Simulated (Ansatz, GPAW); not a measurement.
# A 13-layer slab of Nb(111): work function by functional and basis, part 2 of 3

Wanted: work functions and dipole of a 13-layer slab of Nb(111), with the cost of each level.

GPAW 26.7.0 and Ansatz 0.2.0; Ansatz plane waves; slab in vacuum with a dipole correction, relaxation; PAW set soft_1 (the session's first sound run).

So far: Starting point; Relaxation.

### Step 2. Relaxation (continued)

Valence density, planar mean against z:

```csv
z (Å),"valence density, planar mean (e/Å³)"
2,1.2e-5
4,8.4e-4
6,0.0749
8,0.713
10,0.721
12,0.711
14,0.726
16,0.646
18,0.827
20,0.0110
22,1.4e-4
24,1.4e-6
```

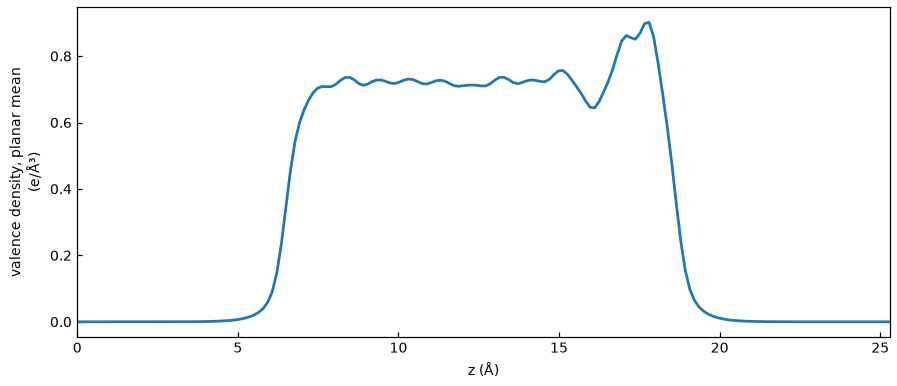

Valence density, planar mean against z.

The relaxation lowered the energy of the cell by 0.343 eV.

### Step 3. Plane waves, PBE

The work function is the vacuum plateau of the electrostatic potential less the Fermi level; a dipole layer lets the two faces have plateaus of their own.

This step: GPAW, PAW setups; slab in vacuum (GPAW 26.7.0).

Input file run.py:

```python
import json
import numpy as np
from ase import Atoms
from gpaw import GPAW, PW

slab = Atoms(
    ['Nb', 'Nb', 'Nb', 'Nb', 'Nb', 'Nb', 'Nb', 'Nb', 'Nb', 'Nb', 'Nb', 'Nb', 'Nb'],
    positions=[
        [0.00000, 0.00000, 7.00000],
        [2.33345, 1.34722, 7.95263],
        [4.66690, 2.69444, 8.90526],
        [0.00000, 0.00000, 9.85788],
        [2.33345, 1.34722, 10.81051],
        [4.66690, 2.69444, 11.76314],
        [0.00000, 0.00000, 12.73963],
        [2.33345, 1.34722, 13.68274],
        [4.66690, 2.69444, 14.64156],
        [-0.00000, -0.00000, 15.54763],
        [2.33345, 1.34722, 16.62646],
        [4.66690, 2.69444, 17.44689],
        [-0.00000, -0.00000, 18.13476]],
    cell=[[4.6669, 0.0, 0.0], [2.33345, 4.04166, 0.0], [0.0, 0.0, 25.43154]],
    pbc=[True, True, False])

slab.calc = GPAW(mode=PW(400), xc='PBE', kpts={'size': (8, 8, 1), 'gamma': True},
                 occupations={'name': 'fermi-dirac', 'width': 0.1}, nbands='160%',
                 convergence={'density': 1e-05}, maxiter=200,
                 poissonsolver={'dipolelayer': 'xy'},
                 symmetry={'tolerance': 1e-3}, txt='slab.txt')
result = {}
energy = slab.get_potential_energy()
fermi = slab.calc.get_fermi_level()
v = slab.calc.get_electrostatic_potential().mean((0, 1)) - fermi
n = slab.calc.get_pseudo_density().mean((0, 1))
L = slab.cell[2, 2]
z = np.arange(len(v)) * L / len(v)
low, high = slab.positions[:, 2].min(), slab.positions[:, 2].max()
below, above = np.interp([low - 4.8, high + 4.8], z, v)
slopes = [np.interp(x, z, np.gradient(v, z)) for x in (low - 4.8, high + 4.8)]
eps = np.array([[slab.calc.get_eigenvalues(k, s) for k in range(len(slab.calc.get_ibz_k_points()))]
                for s in range(slab.calc.get_number_of_spins())]) - fermi
top, bottom = eps[eps < 0].max(), eps[eps > 0].min()
dipole = slab.get_dipole_moment()[2]
print(f'energy {energy:.4f} eV, Fermi level {fermi:.4f} eV, dipole {dipole:.5f} e A')
print(f'potential 4.8 A off the faces, from the Fermi level: lower {below:.4f} eV, upper {above:.4f} eV')
print(f'slope of the potential there: lower {slopes[0]:.5f}, upper {slopes[1]:.5f} eV/A')
print(f'nearest levels on the mesh: {top:.4f} and {bottom:.4f} eV')
print('magnetic moment', round(slab.get_magnetic_moment(), 3))
result.update(energy=energy, fermi=fermi, dipole=dipole, below=below, above=above, slopes=slopes, edges=[top, bottom],
              z=z.tolist(), v=v.tolist(), n=n.tolist(), positions=slab.positions.tolist(),
              forces=slab.get_forces(apply_constraint=False).tolist(), moments=slab.get_magnetic_moments().tolist())
json.dump(result, open('result.json', 'w'))
```

Started as:

```bash
$ OMP_NUM_THREADS=1 OPENBLAS_NUM_THREADS=1 python run.py
```

Numbers of over 12 decimals in the logs are rounded to 6 here.

The log of the run:

```text
energy -128.4607 eV, Fermi level 3.8199 eV, dipole -0.04233 e A
potential 4.8 A off the faces, from the Fermi level: lower 3.3957 eV, upper 3.8011 eV
slope of the potential there: lower -0.00160, upper 0.00157 eV/A
nearest levels on the mesh: -0.0025 and 0.0181 eV
magnetic moment 0.0
```

Wall time 30 min (1 thread of Arm Neoverse N1, shared host); peak memory 0.53 GiB.

This step gave:

* dipole along the normal: -0.04233 e·Å
* levels nearest the Fermi level on the mesh: -0.002493, 0.01812 eV from the Fermi level
* upper work function: 3.801 eV
* lower work function: 3.396 eV

The electrostatic potential energy of an electron (without an applied field's), less the Fermi level, planar mean oscillates, so the rows of the table below give means over windows of 1 Å about each position, cut where the curve ends. Its maxima inside the range that stand out by 2 % of the span (Å: eV): 8.5: -10.8, 9.4: -10.9, 10.4: -10.8, 11.3: -10.8, 12.3: -10.5, 13.2: -10.9, 14.2: -10.8, 15.2: -11.3, 16.1: -9.15. Its minima: 7.9: -12.0, 8.9: -12.1, 9.9: -12.0, 10.8: -12.0, 11.8: -11.9, 12.7: -12.0, 13.7: -12.1, 14.6: -12.3, 15.5: -11.8, 17.6: -15.4.

Electrostatic potential energy of an electron (without an applied field's), less the Fermi level, planar mean against z; means over each step:

```csv
z (Å),"electrostatic potential energy of an electron (without an applied field's), less the Fermi level, planar mean (eV)"
0,3.47
1,3.40
2,3.40
3,3.39
4,3.36
5,3.06
6,0.455
7,-9.04
8,-11.3
9,-11.4
10,-11.4
11,-11.4
12,-11.2
13,-11.4
14,-11.5
15,-11.8
16,-10.3
17,-13.5
18,-12.9
19,-0.701
20,3.29
21,3.74
22,3.80
23,3.80
24,3.80
25,3.78
```

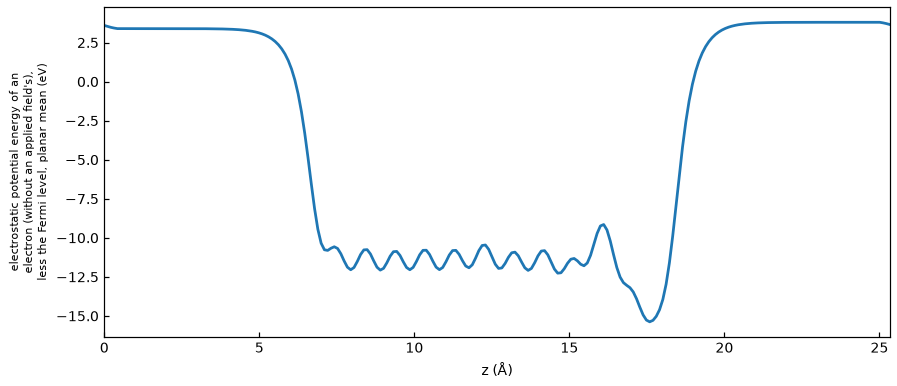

Electrostatic potential energy of an electron (without an applied field's), less the Fermi level, planar mean, plotted against z.

The pseudo valence density, planar mean oscillates, so the rows of the table below give means over windows of 2 Å about each position, cut where the curve ends. Its maxima inside the range that stand out by 2 % of the span (Å: e/Å³): 7.0: 0.732, 8.1: 0.798, 8.9: 0.821, 10.0: 0.802, 10.8: 0.823, 11.7: 0.795, 12.7: 0.817, 13.8: 0.805, 14.6: 0.829, 15.5: 0.807, 16.7: 0.844, 17.4: 0.912. Its minima: 7.4: 0.598, 8.5: 0.636, 9.3: 0.629, 10.4: 0.631, 11.2: 0.629, 12.3: 0.610, 13.1: 0.642, 14.2: 0.626, 15.0: 0.662, 16.1: 0.542, 17.0: 0.775.

The pseudo valence density, planar mean by z; means over each step:

```csv
z (Å),"pseudo valence density, planar mean (e/Å³)"
2,2.4e-5
4,0.00168
6,0.187
8,0.710
10,0.726
12,0.716
14,0.727
16,0.718
18,0.670
20,0.0244
22,2.9e-4
24,3.7e-6
```

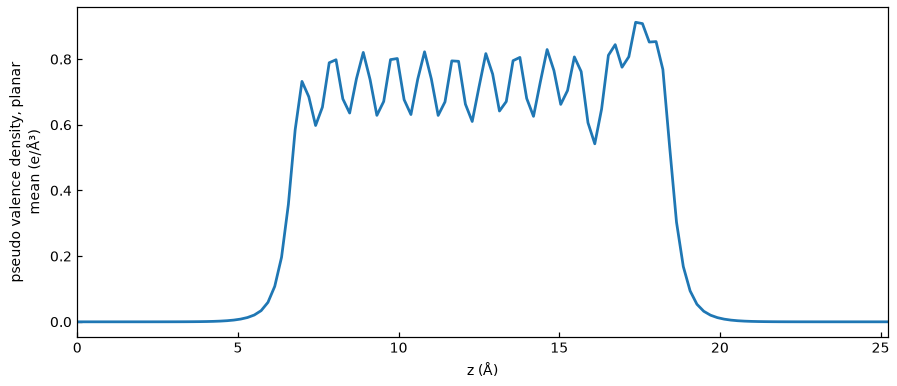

Pseudo valence density, planar mean against z.

Force by atom:

```csv
atom,x (eV/Å),y (eV/Å),z (eV/Å),size
Nb1,0.00,0.00,1.76,1.76
Nb2,0.00,0.00,0.14,0.14
Nb3,0.00,0.00,-1.19,1.19
Nb4,0.00,0.00,-0.59,0.59
Nb5,0.00,0.00,-0.32,0.32
Nb6,0.00,0.00,0.27,0.27
Nb7,0.00,0.00,-0.01,0.01
Nb8,0.00,0.00,0.01,0.01
Nb9,0.00,0.00,0.01,0.01
Nb10,0.00,0.00,0.00,0.00
Nb11,0.00,0.00,-0.01,0.01
Nb12,0.00,0.00,-0.03,0.03
Nb13,0.00,0.00,-0.04,0.04
```

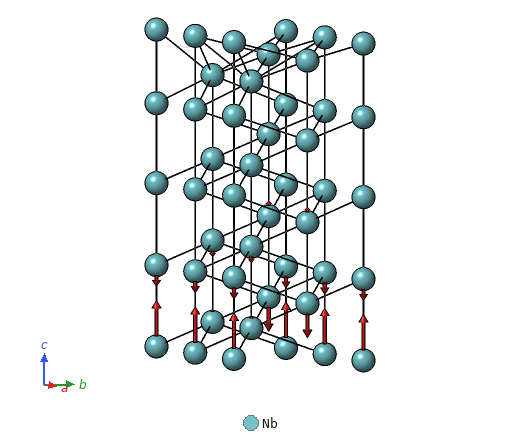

Force as arrows, the longest 1.76 eV/Å. 2×1×1 cells are drawn. Some periodic images of atoms are drawn too.

The potential is flat to 0.002 eV/Å where it is read, so the vacuum is wide enough. The geometry is the other program's minimum; here the largest force on a free atom is 0.042 eV/Å.

### Step 4. Self-consistent run: xc = "RPBE"

The same geometry under RPBE, to see how far the functional moves the levels against the vacuum.

Changes to run.py since step 3:

```diff
@@ -24,3 +24,3 @@
 
-slab.calc = GPAW(mode=PW(400), xc='PBE', kpts={'size': (8, 8, 1), 'gamma': True},
+slab.calc = GPAW(mode=PW(400), xc='RPBE', kpts={'size': (8, 8, 1), 'gamma': True},
                  occupations={'name': 'fermi-dirac', 'width': 0.1}, nbands='160%',
```

The log of the run:

```text
energy -122.0919 eV, Fermi level 3.9297 eV, dipole -0.04284 e A
potential 4.8 A off the faces, from the Fermi level: lower 3.2463 eV, upper 3.6565 eV
slope of the potential there: lower -0.00190, upper 0.00185 eV/A
nearest levels on the mesh: -0.0028 and 0.0175 eV
magnetic moment 0.0
```

It took 29 min on 1 thread; peak memory 0.53 GiB.

This step gave:

| Item | Value |
| --- | --- |
| dipole along the normal | -0.04284 e·Å |
| levels nearest the Fermi level on the mesh | -0.002758, 0.01747 eV from the Fermi level |
| upper work function | 3.657 eV |
| lower work function | 3.246 eV |

The electrostatic potential energy of an electron (without an applied field's), less the Fermi level, planar mean oscillates, so the rows of the table below give means over windows of 2.5 Å about each position, cut where the curve ends. Its maxima inside the range that stand out by 2 % of the span (Å: eV): 8.5: -10.8, 9.4: -10.9, 10.4: -10.9, 11.3: -10.9, 12.3: -10.5, 13.2: -11.0, 14.2: -10.9, 15.2: -11.4, 16.1: -9.22. Its minima: 7.9: -12.1, 8.9: -12.1, 9.9: -12.1, 10.8: -12.1, 11.8: -12.0, 12.7: -12.0, 13.7: -12.2, 14.6: -12.3, 15.5: -11.9, 17.6: -15.4.

Table of electrostatic potential energy of an electron (without an applied field's), less the Fermi level, planar mean by z; means over each step:

```csv
z (Å),"electrostatic potential energy of an electron (without an applied field's), less the Fermi level, planar mean (eV)"
0.0,3.28
2.5,3.24
5.0,2.49
7.5,-9.58
10.0,-11.5
12.5,-11.4
15.0,-11.2
17.5,-12.2
20.0,2.49
22.5,3.65
25.0,3.64
```

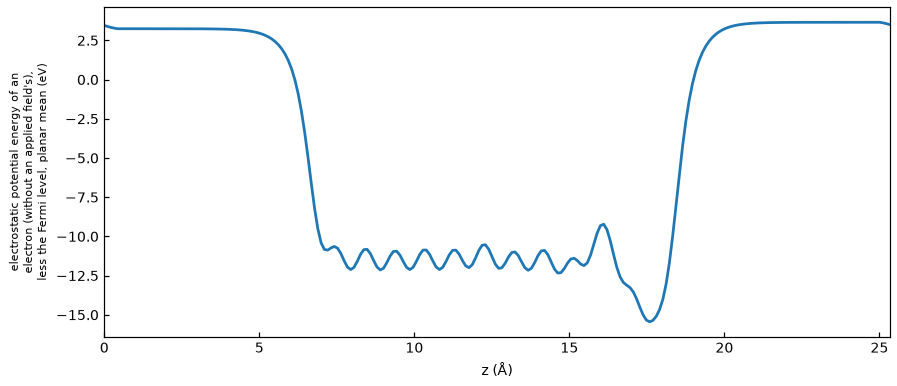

Electrostatic potential energy of an electron (without an applied field's), less the Fermi level, planar mean against z.

The pseudo valence density, planar mean oscillates, so the rows of the table below give means over windows of 1 Å about each position, cut where the curve ends. Its maxima inside the range that stand out by 2 % of the span (Å: e/Å³): 7.0: 0.733, 8.1: 0.798, 8.9: 0.821, 10.0: 0.802, 10.8: 0.822, 11.7: 0.795, 12.7: 0.817, 13.8: 0.805, 14.6: 0.829, 15.5: 0.807, 16.7: 0.844, 17.4: 0.912. Its minima: 7.4: 0.598, 8.5: 0.636, 9.3: 0.629, 10.4: 0.632, 11.2: 0.629, 12.3: 0.610, 13.1: 0.642, 14.2: 0.626, 15.0: 0.662, 16.1: 0.542, 17.0: 0.776.

Pseudo valence density, planar mean against z; means over each step:

```csv
z (Å),"pseudo valence density, planar mean (e/Å³)"
2,1.7e-5
3,1.4e-4
4,0.00103
5,0.00831
6,0.105
7,0.597
8,0.714
9,0.719
10,0.724
11,0.721
12,0.710
13,0.727
14,0.725
15,0.744
16,0.669
17,0.830
18,0.785
19,0.165
20,0.0130
21,0.00156
22,1.9e-4
23,2.2e-5
```

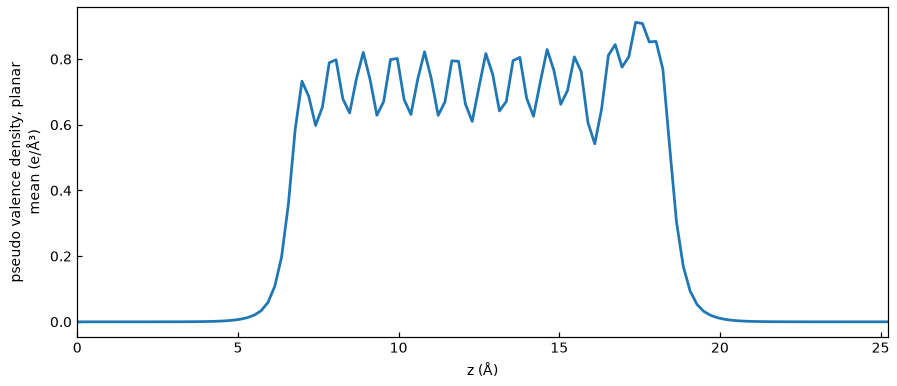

Pseudo valence density, planar mean, plotted against z.

Force by atom:

```csv
atom,x (eV/Å),y (eV/Å),z (eV/Å),size
Nb1,0.00,0.00,1.53,1.53
Nb2,0.00,0.00,0.06,0.06
Nb3,0.00,0.00,-1.25,1.25
Nb4,0.00,0.00,-0.59,0.59
Nb5,0.00,0.00,-0.32,0.32
Nb6,0.00,0.00,0.28,0.28
Nb7,0.00,0.00,-0.02,0.02
Nb8,0.00,0.00,0.01,0.01
Nb9,0.00,0.00,0.01,0.01
Nb10,0.00,0.00,-0.04,0.04
Nb11,0.00,0.00,0.02,0.02
Nb12,0.00,0.00,0.08,0.08
Nb13,0.00,0.00,0.22,0.22
```

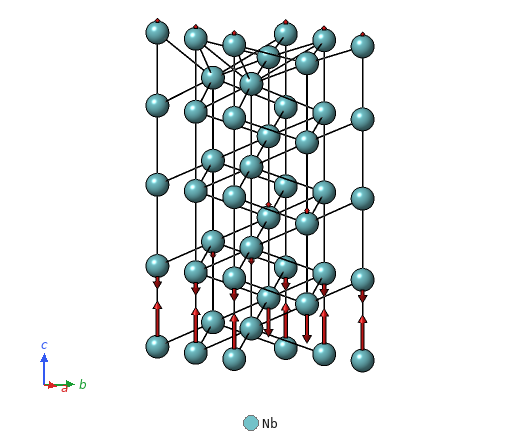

Force as arrows, the longest 1.53 eV/Å. 2×1×1 cells are drawn. Some periodic images of atoms are drawn too.

The upper face's work function is 3.657 eV, against 3.801 eV in the first plane-wave PBE run at this geometry.

### Step 5. OptPBE vdW: xc = "optPBE-vdW"

The same geometry under optPBE-vdW, to see how far the functional moves the levels against the vacuum (the van der Waals functionals take revPBE setups).

Changes to run.py since step 4:

```diff
@@ -24,3 +24,3 @@
 
-slab.calc = GPAW(mode=PW(400), xc='RPBE', kpts={'size': (8, 8, 1), 'gamma': True},
+slab.calc = GPAW(mode=PW(400), xc='optPBE-vdW', kpts={'size': (8, 8, 1), 'gamma': True},
                  occupations={'name': 'fermi-dirac', 'width': 0.1}, nbands='160%',
```

The log of the run:

```text
energy -301.5102 eV, Fermi level 3.7203 eV, dipole -0.03906 e A
potential 4.8 A off the faces, from the Fermi level: lower 3.6419 eV, upper 4.0160 eV
slope of the potential there: lower -0.00308, upper 0.00279 eV/A
nearest levels on the mesh: -0.0098 and 0.0123 eV
magnetic moment 0.0
```

Elapsed: 29 min, on 1 thread; peak memory 0.85 GiB.

This step gave:

- dipole along the normal: -0.03906 e·Å
- levels nearest the Fermi level on the mesh: -0.009786, 0.01226 eV from the Fermi level
- upper work function: 4.016 eV
- lower work function: 3.642 eV

The electrostatic potential energy of an electron (without an applied field's), less the Fermi level, planar mean oscillates, so the rows of the table below give means over windows of 2.5 Å about each position, cut where the curve ends. Its maxima inside the range that stand out by 2 % of the span (Å: eV): 8.5: -10.8, 9.4: -10.9, 10.4: -10.8, 11.3: -10.8, 12.3: -10.5, 13.2: -10.9, 14.2: -10.8, 15.2: -11.3, 16.1: -9.17. Its minima: 7.9: -12.0, 8.9: -12.1, 9.9: -12.0, 10.8: -12.0, 11.8: -11.9, 12.7: -12.0, 13.7: -12.1, 14.6: -12.3, 15.5: -11.8, 17.6: -15.4.

Table of electrostatic potential energy of an electron (without an applied field's), less the Fermi level, planar mean by z; means over each step:

```csv
z (Å),"electrostatic potential energy of an electron (without an applied field's), less the Fermi level, planar mean (eV)"
0.0,3.67
2.5,3.64
5.0,2.80
7.5,-9.49
10.0,-11.5
12.5,-11.3
15.0,-11.2
17.5,-12.1
20.0,2.76
22.5,4.01
25.0,4.01
```

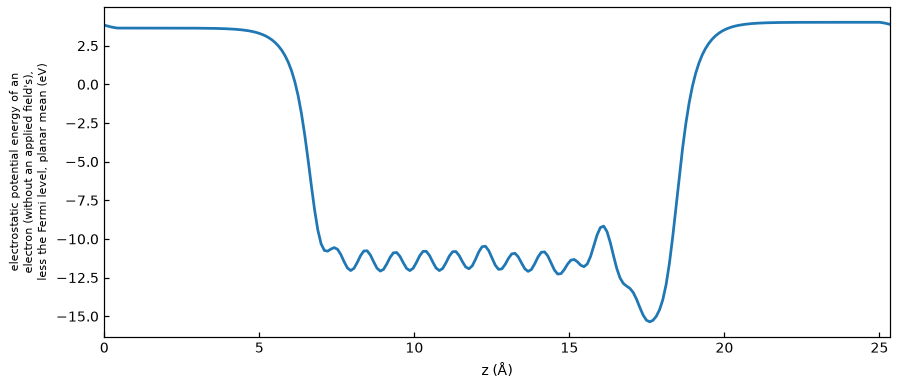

Electrostatic potential energy of an electron (without an applied field's), less the Fermi level, planar mean against z.

The upper face's work function is 4.016 eV, against 3.801 eV in the first plane-wave PBE run at this geometry.

### Step 6. Self-consistent run: xc = "LDA"

The same geometry under LDA, to see how far the functional moves the levels against the vacuum.

Changes to run.py since step 5:

```diff
@@ -24,3 +24,3 @@
 
-slab.calc = GPAW(mode=PW(400), xc='optPBE-vdW', kpts={'size': (8, 8, 1), 'gamma': True},
+slab.calc = GPAW(mode=PW(400), xc='LDA', kpts={'size': (8, 8, 1), 'gamma': True},
                  occupations={'name': 'fermi-dirac', 'width': 0.1}, nbands='160%',
```

The log of the run:

```text
energy -141.3861 eV, Fermi level 3.5527 eV, dipole -0.04171 e A
potential 4.8 A off the faces, from the Fermi level: lower 3.6736 eV, upper 4.0731 eV
slope of the potential there: lower -0.00132, upper 0.00128 eV/A
nearest levels on the mesh: -0.0081 and 0.0194 eV
magnetic moment 0.0
```

The job ended after 27 min (1 thread; peak memory 0.53 GiB).

This step gave:

```
dipole along the normal                    : -0.04171 e·Å
levels nearest the Fermi level on the mesh : -0.008068, 0.01944 eV from the Fermi level
upper work function                        : 4.073 eV
lower work function                        : 3.674 eV
```

The upper face's work function is 4.073 eV, against 3.801 eV in the first plane-wave PBE run at this geometry.

### Step 7. Self-consistent run: xc = "revPBE"

The same geometry under revPBE, to see how far the functional moves the levels against the vacuum.

Changes to run.py since step 6:

```diff
@@ -24,3 +24,3 @@
 
-slab.calc = GPAW(mode=PW(400), xc='LDA', kpts={'size': (8, 8, 1), 'gamma': True},
+slab.calc = GPAW(mode=PW(400), xc='revPBE', kpts={'size': (8, 8, 1), 'gamma': True},
                  occupations={'name': 'fermi-dirac', 'width': 0.1}, nbands='160%',
```

The log of the run:

```text
energy -123.4133 eV, Fermi level 3.9098 eV, dipole -0.04317 e A
potential 4.8 A off the faces, from the Fermi level: lower 3.2600 eV, upper 3.6734 eV
slope of the potential there: lower -0.00176, upper 0.00173 eV/A
nearest levels on the mesh: -0.0028 and 0.0175 eV
magnetic moment 0.0
```

Run time: 28 min. Hardware: 1 thread; peak memory 0.53 GiB.

This step gave:

```yaml
dipole_along_the_normal: -0.04317 e·Å
levels_nearest_the_fermi_level_on_the_mesh: -0.002808, 0.01754 eV from the Fermi level
upper_work_function: 3.673 eV
lower_work_function: 3.260 eV
```

The electrostatic potential energy of an electron (without an applied field's), less the Fermi level, planar mean oscillates, so the rows of the table below give means over windows of 2.5 Å about each position, cut where the curve ends. Its maxima inside the range that stand out by 2 % of the span (Å: eV): 8.5: -10.8, 9.4: -10.9, 10.4: -10.8, 11.3: -10.9, 12.3: -10.5, 13.2: -11.0, 14.2: -10.9, 15.2: -11.4, 16.1: -9.20. Its minima: 7.9: -12.1, 8.9: -12.1, 9.9: -12.1, 10.8: -12.1, 11.8: -12.0, 12.7: -12.0, 13.7: -12.1, 14.6: -12.3, 15.5: -11.8, 17.6: -15.4.

The electrostatic potential energy of an electron (without an applied field's), less the Fermi level, planar mean by z; means over each step:

```csv
z (Å),"electrostatic potential energy of an electron (without an applied field's), less the Fermi level, planar mean (eV)"
0.0,3.29
2.5,3.26
5.0,2.52
7.5,-9.56
10.0,-11.5
12.5,-11.4
15.0,-11.2
17.5,-12.2
20.0,2.52
22.5,3.67
25.0,3.66
```

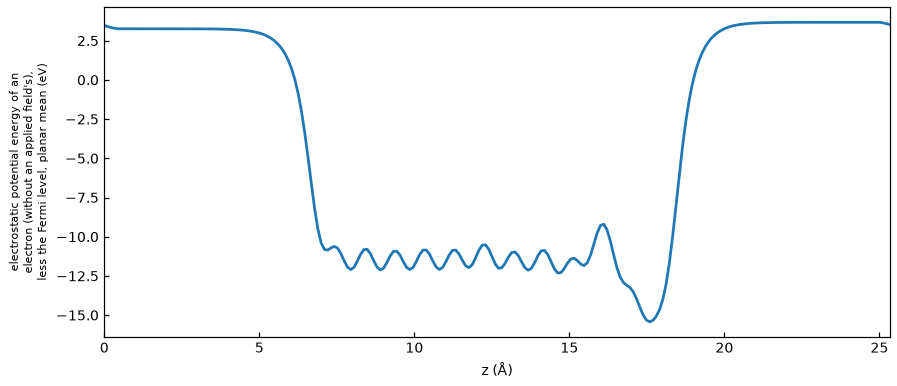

Electrostatic potential energy of an electron (without an applied field's), less the Fermi level, planar mean against z.

The upper face's work function is 3.673 eV, against 3.801 eV in the first plane-wave PBE run at this geometry.

[end of part 2 of 3]

[Logs are printed without paths, hosts, clocks, repeated set-up lines and the standing remarks that a program may print on its own settings, such as how far it seeks lower states.]

[Hosts, paths, dates, database ids (printed as entryN), source tags and the programs' standing remarks are cut or masked in the printed files.]
